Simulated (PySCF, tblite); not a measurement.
# CH₅O₅PSi, a small gas-phase stand-in for a defect centre: NMR shifts, core binding energies and electronic excitations

What NMR shifts, core binding energies and electronic excitations should one expect for `O=P(O)(O)O[C]O[SiH3]`? It is drawn as: twofold C.

Computed with tblite 0.8.0 and PySCF 2.14.0; each step states its level. No surroundings beyond the atoms listed, unless a continuum is named. Atoms count from 0, parts from 1.

## (1) Starting point

13 atoms, charge 0, multiplicity 1; geometry: distance geometry start.

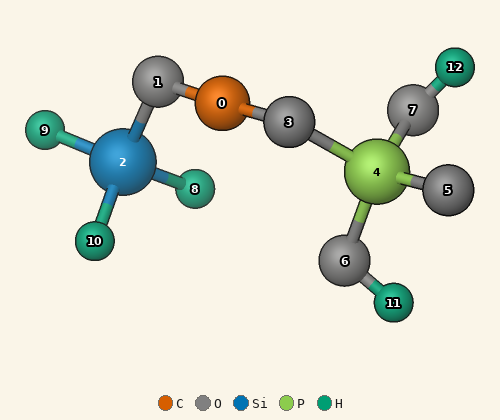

The starting geometry (carbon orange, oxygen grey, silicon blue, phosphorus green, hydrogen teal), atoms numbered.

## (2) Relaxing the cluster with GFN2-xTB

The job: settings as JSON, then the geometry in Å.

```
{"job": {"kind": "relax", "xc": "GFN2-xTB", "basis": "xTB"}, "charge": 0, "multiplicity": 1}
C      0.550667    -1.115772     0.472388
O      1.587354    -1.412283    -0.272356
Si     2.387743    -0.127451    -0.955858
O     -0.526620    -0.855448     1.197848
P     -1.659062     0.139484     0.665630
O     -2.828627     0.375529     1.553827
O     -0.925527     1.506742     0.267641
O     -2.107742    -0.467045    -0.760565
H      1.510590     0.582125    -1.948935
H      3.598285    -0.612851    -1.655341
H      2.809049     0.828494     0.103990
H     -1.570719     2.233064     0.223808
H     -2.841530    -1.067839    -0.650788
```

Level: GFN2-xTB geometry optimisation, gas phase.

The run is started by

```
$ OMP_NUM_THREADS=1 python cluster_run.py task.json out
```

The driver reads the jobs from task.json and runs them one after another.

**Question.** The jobs that follow are: PBE0-D3(BJ)/def2-SVP geometry optimisation, gas phase; GIAO PBE0/pcSseg-1 NMR shielding, non-relativistic, gas phase; delta-SCF UKS SCAN, pcX-2 on the ionised atom, pcseg-1 elsewhere, spin-free X2C; TDDFT CAM-B3LYP/def2-SVPD, vertical, gas phase, core orbitals frozen in the response. Predict: point group; rotational constants (main isotopes); 13C shifts against TMS (PBE0/pcSseg-1); 1H shifts against TMS (PBE0/pcSseg-1); 17O shifts against H2O (PBE0/pcSseg-1, means over atoms taken as alike); 29Si shifts against TMS (PBE0/pcSseg-1); 31P shifts against H3PO4 (PBE0/pcSseg-1); potential on the surface of density 0.002 e/bohr³, 1st and 99th percentile; O1s binding energies, SCAN/pcX-2 (standing for 2 of 5 atoms); Si2p binding energies, SCAN/pcX-2; P2p binding energies, SCAN/pcX-2; lowest singlet (CAM-B3LYP/def2-SVPD); brightest single state of those computed; lowest triplet; vertical ionisation energy (ΔSCF).

**Answer**, as computed:

```
                                                                  quantity                             value
                                                               point group                                Cs
                                      rotational constants (main isotopes)              3.62, 0.79, 0.77 GHz
                                    13C shifts against TMS (PBE0/pcSseg-1)                         323.2 ppm
                                     1H shifts against TMS (PBE0/pcSseg-1)  5.20, 5.17, 5.15, 3.55, 3.54 ppm
   17O shifts against H2O (PBE0/pcSseg-1, means over atoms taken as alike)    355.4, 342.0, 165.9, 120.4 ppm
                                   29Si shifts against TMS (PBE0/pcSseg-1)                         -21.1 ppm
                                  31P shifts against H3PO4 (PBE0/pcSseg-1)                          -8.5 ppm
potential on the surface of density 0.002 e/bohr³, 1st and 99th percentile                -1.75 V and 2.87 V
              O1s binding energies, SCAN/pcX-2 (standing for 2 of 5 atoms)           O3 539.80, O1 539.48 eV
                                         Si2p binding energies, SCAN/pcX-2                     Si2 108.46 eV
                                          P2p binding energies, SCAN/pcX-2                      P4 140.75 eV
                                      lowest singlet (CAM-B3LYP/def2-SVPD)       4.32 eV (287 nm), f = 0.014
                                  brightest single state of those computed       state 3, 6.84 eV, f = 0.080
                                                            lowest triplet                           2.51 eV
                                         vertical ionisation energy (ΔSCF)                           9.48 eV
```

What this shows: The start of the PBE0/def2-SVP relaxation was shaken at random by about 0.01 Å, so part of the energy gained, and of the first lengths quoted, undoes that. Relaxing lowered the energy by 0.688 eV in 35 steps; the close pair that moved most is O1–Si2, from 1.658 to 1.725 Å (PBE0/def2-SVP). No frequency check was run at this level, so the end point may be a saddle. Hydrogens of an XH3 group are listed apart at this fixed geometry; free rotation makes them one line at their mean. At PBE0/pcSseg-1: The largest span, 588 ppm, is at O1, where the paramagnetic term is -425 ppm. At PBE0/pcSseg-1, counted by nearest atom on the grid, the HOMO lies on C0 68 %; O1 16 %, the LUMO on C0 63 %; O1, O3 about 12 % each. At SCAN/pcX-2: O3 (oxygen bonded to C, P) binds its O1s electron 0.32 eV more tightly than O1 (oxygen bonded to C, Si). Only 2 of the 5 O atoms are covered by sound results. The first singlet state (HOMO→LUMO 0.97) lies at 4.32 eV and is weak; of the 6 states computed, the strongest absorption comes from state 3 at 6.84 eV. The lowest triplet lies 1.81 eV below the lowest singlet (triplets in Tamm-Dancoff, singlets in full TDDFT). ΔSCF puts the ionisation energy at 9.48 eV, 0.89 eV above −ε(HOMO). A capped cluster stands for the solid here, so long-range fields and strain are missing, and bands or shifts of the capping hydrogens have no counterpart in it.
